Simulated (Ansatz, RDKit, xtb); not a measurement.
**C4H6ClF: which of the isomers drawn lies lowest?**

A sample of isomers of C4H6ClF is drawn. Aim: find which of them has the lowest free energy at 298.15 K, then its properties. The sample is small against all isomers, and the most stable one of this formula need not be in it.

Plan: many cheap relaxations first (GFN2-xTB), then density-functional screening, relaxation at PBE0-D3(BJ)/def2-SVP, vibrations (at GFN2-xTB) and a final energy. The numbers are computed, not measured.

### Step 1. Candidates

Isomers were taken from a list of plausible structures; this is a sample, not all of them. That gives 14 candidates.

```csv
label,SMILES,spin
c389,C=C(CF)CCl,singlet
c434,C/C=C(/Cl)CF,singlet
c466,C/C(=C/F)CCl,singlet
c485,C=C[C@H](Cl)CF,singlet
c488,C=C(F)CCCl,singlet
c525,C/C(F)=C(\C)Cl,singlet
c662,CC(C)=C(F)Cl,singlet
c781,FC[C@@H]1C[C@H]1Cl,singlet
c800,C/C(=C\Cl)CF,singlet
c811,FCC1(Cl)CC1,singlet
c852,C/C=C(/F)CCl,singlet
c931,F[C@H](Cl)C1CC1,singlet
c963,FC/C=C\CCl,singlet
c979,C/C=C\[C@H](F)Cl,singlet
```

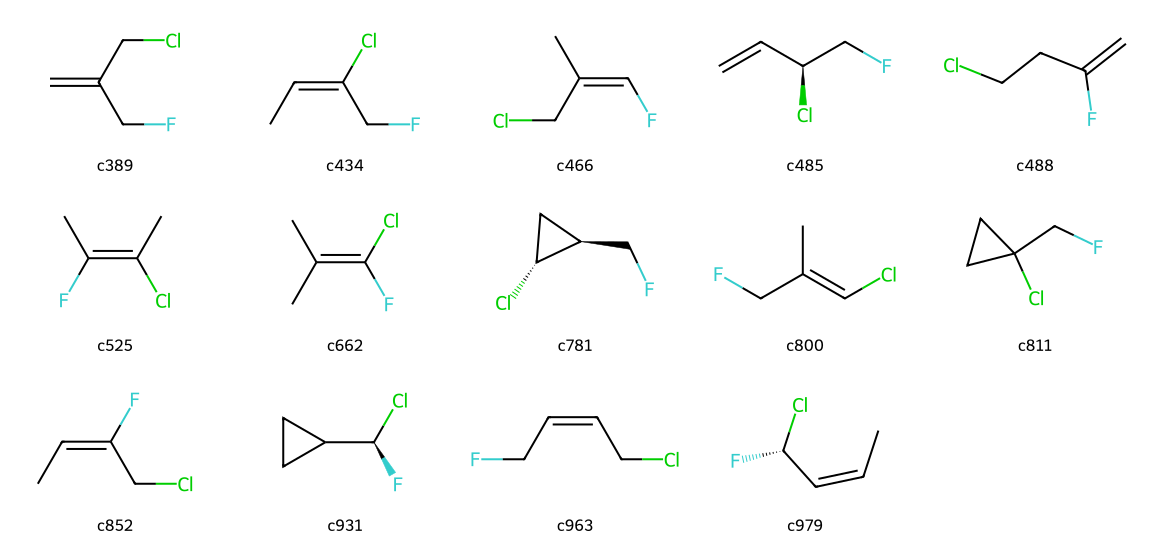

Structural formulas of the candidates.

Candidates are built by distance geometry, with a force field where one applies, in up to four conformers (letters a to d).

Q: Predict the outcome of this search (final energies at CCSD(T)/def2-SVP + MP2/def2-TZVPP - MP2/def2-SVP).

| quantity | value |
| --- | --- |
| lowest structure found | C/C(F)=C(\C)Cl, singlet |
| next finalist | C=C(F)CCCl, singlet, 1.9 kcal/mol higher in G |
| share at equilibrium, among the finalists | 92.8 % |

`C/C(F)=C(\C)Cl` comes out lowest. The margin, 1.9 kcal/mol, is modest. r2SCAN-D4/def2-SVP, PBE0-D3(BJ)/def2-SVP and MP2/def2-SVP already put its bonding pattern lowest among the structures in one piece; GFN2-xTB and HF/STO-3G favour the singlet CC(C)=C(F)Cl; HF/def2-SVP favours the singlet C=C(F)CCCl. 14 minima inside the window were never screened. The search is not exhaustive (a finite list of starts, one conformer a finalist), so a lower isomer can't be ruled out. Only 14 drawn patterns were tried, so whole families of isomers are missing, and the result ranks this sample alone.
